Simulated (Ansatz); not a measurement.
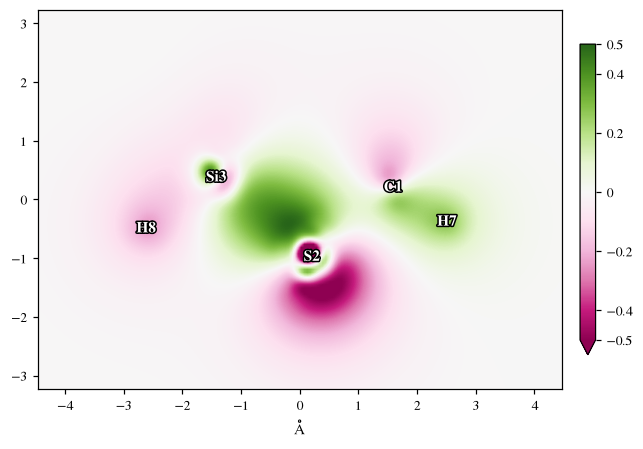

*CH$_{6}$OSSi. The HOMO−1 on the plane of atoms S2, C1 and H7 (values in Å⁻³ᐟ²; the overall sign is arbitrary).*

Geometry: PBE0-D4/def2-TZVP.

These are results of Ansatz, RKS PBE0-D4/def2-TZVPP, not measurements.

```json
{"atom": "C", "x (Å)": "-1.3378", "y (Å)": "0.2397", "z (Å)": "-1.0254"}
{"atom": "S", "x (Å)": "-0.7668", "y (Å)": "-1.1930", "z (Å)": "-0.0622"}
{"atom": "Si", "x (Å)": "0.7453", "y (Å)": "-0.2654", "z (Å)": "1.0967"}
{"atom": "O", "x (Å)": "1.9959", "y (Å)": "0.3218", "z (Å)": "0.2012"}
{"atom": "H", "x (Å)": "-0.5273", "y (Å)": "0.6600", "z (Å)": "-1.6192"}
{"atom": "H", "x (Å)": "-1.7533", "y (Å)": "1.0049", "z (Å)": "-0.3701"}
{"atom": "H", "x (Å)": "-2.1198", "y (Å)": "-0.1188", "z (Å)": "-1.6938"}
{"atom": "H", "x (Å)": "1.1750", "y (Å)": "-1.3256", "z (Å)": "2.0440"}
{"atom": "H", "x (Å)": "0.2187", "y (Å)": "0.9295", "z (Å)": "1.7955"}
{"atom": "H", "x (Å)": "2.4530", "y (Å)": "-0.3040", "z (Å)": "-0.3638"}
```

### Where does this orbital lie, and at what energy?

By Hirshfeld shares it lies mainly on S2 (about 55 %), Si3 (about 15 %) and O4 (about 15 %). Its energy is −8.40 eV.
